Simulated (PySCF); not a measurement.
**C2H9NOSi (SMILES CN(C)[SiH2]O): density, localisation and related maps**

```xyz
14

C    -1.2711   -1.0723    0.2504
N    -0.2202   -0.1069    0.4436
C    -0.7364    1.2347    0.5650
Si    1.3766   -0.4091   -0.1294
O     2.3885    0.7003    0.4913
H    -1.8200   -0.8964   -0.6834
H    -1.9836   -1.0172    1.0789
H    -0.8476   -2.0722    0.2159
H    -1.3114    1.5309   -0.3213
H    -1.3979    1.3004    1.4350
H     0.0843    1.9356    0.6924
H     1.6386   -0.2119   -1.5540
H     1.6747   -1.7622    0.3405
H     2.4249    0.8458    1.4330
```

Geometry: GFN2-xTB.

Theory: wB97X-D/def2-SVPD, SCF density, gas phase (PySCF 2.14.0).

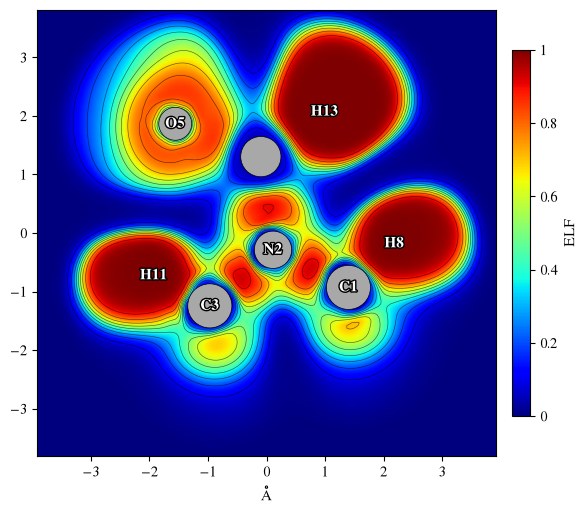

Figure 1. ELF on the plane of atoms N2, C3 and H11. Grey discs cover the atomic cores.

Describe what can be read from this map.

The plane passes through C, N, O and H nuclei. C–N (1.44 Å): the ELF peaks at about 0.95 between the atoms (localised, covalent bonding). C–H (1.09 Å): the ELF climbs to about 1 towards the hydrogen, as it does in any bond to H (an ordinary covalent bond to hydrogen). The ELF also peaks beside O5, away from the bonds: lone-pair regions.

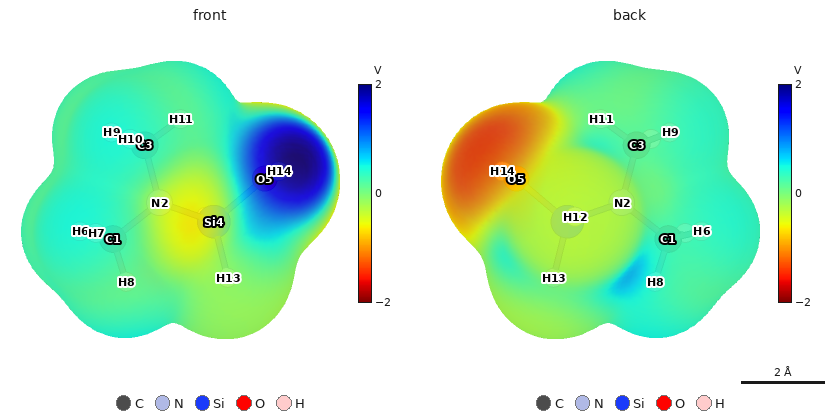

Figure 2. The molecular electrostatic potential painted on the density surface at 0.001 e/bohr³, seen from the front and from behind; red is negative and blue positive.

Which sites attract a positive test charge, and which a negative one?

A positive charge is drawn to the negative regions and a negative charge to the positive ones. The most negative region (about −1.3 V) lies over O5, the most positive (about +1.9 V) over H14. O5 is the likeliest acceptor of a hydrogen bond.

What dipole moment does the calculation give?

Its dipole moment is 1.70 D.
